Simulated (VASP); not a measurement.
Band structure of Se (space group P2_12_12). Level of theory: r2SCAN meta-GGA, VASP's PBE PAW potentials (set 64) (plane waves; VASP).

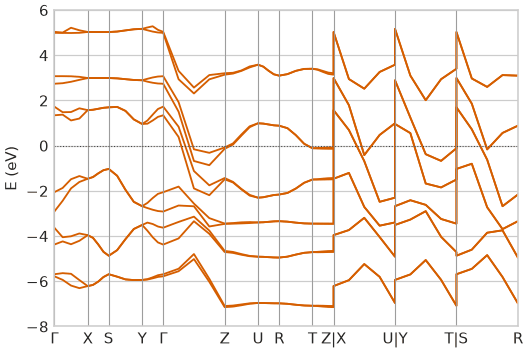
Figure. Bands along high-symmetry lines, zero at the valence-band maximum or, without a gap, the Fermi level

### Question
Read the plot: is there a gap, and where are the band edges?

### Answer
It has no gap at this level: it comes out as a metal or semimetal.

The structure comes from a computed database's Se entry (P2_12_12); how it stands against other phases isn't given here. It was relaxed first.
